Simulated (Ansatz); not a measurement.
# C2H4AlBS: how energies converge with the basis set

Aim: see how fast density functionals converge with the basis set for C2H4AlBS.

The runs use Ansatz 0.2.0, Gaussian basis; one geometry, several basis sets.

The runs, in order: PBE0-D4/def2-SVP; ωB97M-V/def2-SVP; PBE0-D4/def2-QZVPP; ωB97M-V/def2-QZVPP; the functionals' def2-TZVPP values are taken from earlier runs.

### 1 The geometry

The geometry comes from an earlier relaxation with PBE0-D4 in a triple-zeta def2 set; it is a stationary point, not always the lowest conformer.

SMILES `BS[C]1=[CH][AlH]1`, 9 atoms, charge 0, spin multiplicity 1.

Atoms are counted from 1 here; the program's logs count them from 0.

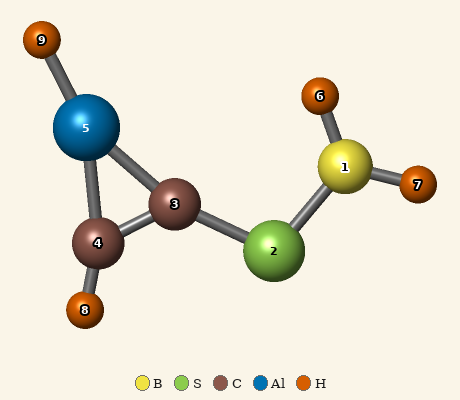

The structure; boron yellow, sulfur green, carbon brown, aluminium blue, hydrogen orange; atoms are numbered from 1 in the order of the file.

Coordinates:

| atom | x (Å) | y (Å) | z (Å) |
| --- | --- | --- | --- |
| B1 | 0.3011 | 1.5684 | -1.5756 |
| S2 | 0.7049 | -0.1383 | -1.4094 |
| C3 | 0.0966 | -0.5893 | 0.1656 |
| C4 | 0.1597 | -1.8157 | 0.7670 |
| Al5 | -0.6929 | -0.5759 | 1.8513 |
| H6 | -0.2705 | 2.1418 | -0.7011 |
| H7 | 0.6305 | 2.0896 | -2.5964 |
| H8 | 0.5974 | -2.7336 | 0.3802 |
| H9 | -1.4384 | 0.0066 | 3.1013 |

### 2 PBE0-D4 in def2-SVP

Contents of in.yaml:

```yaml
crystal:
  periodic: [false, false, false]
  atoms:
    - {symbol: B, position_ang: [0.301098, 1.568356, -1.575609]}
    - {symbol: S, position_ang: [0.704885, -0.138349, -1.409388]}
    - {symbol: C, position_ang: [0.096622, -0.589348, 0.165615]}
    - {symbol: C, position_ang: [0.159711, -1.815663, 0.766950]}
    - {symbol: Al, position_ang: [-0.692942, -0.575859, 1.851290]}
    - {symbol: H, position_ang: [-0.270454, 2.141840, -0.701126]}
    - {symbol: H, position_ang: [0.630533, 2.089579, -2.596381]}
    - {symbol: H, position_ang: [0.597400, -2.733551, 0.380231]}
    - {symbol: H, position_ang: [-1.438352, 0.006593, 3.101319]}
basis:
  gaussian: {orbitals: def2-SVP}
hamiltonian: {xc: pbe0, dispersion: d4}
output: {orbitals: {seedname: orbitals}}
```

On the command line:

```bash
ansatz run in.yaml --threads 2 --pin off --events-out ev --progress --plain --max-ram 4352MiB
```

After this run come: ωB97M-V in def2-SVP; PBE0-D4 in def2-QZVPP; ωB97M-V in def2-QZVPP.

Q: Predict the results of all the runs planned. Wanted: PBE0-D4: double and triple zeta above quadruple; ωB97M-V: double and triple zeta above quadruple.

**Answer**, as computed:

```
                                       quantity          value
PBE0-D4: double and triple zeta above quadruple  9.79, 0.68 eV
ωB97M-V: double and triple zeta above quadruple  9.86, 0.65 eV
```

What this shows: For PBE0-D4 the step from double to triple zeta gains 9.11 eV and the next only 0.68 eV. These are total energies; as a rule much of such shifts cancels in differences, which this series doesn't test.
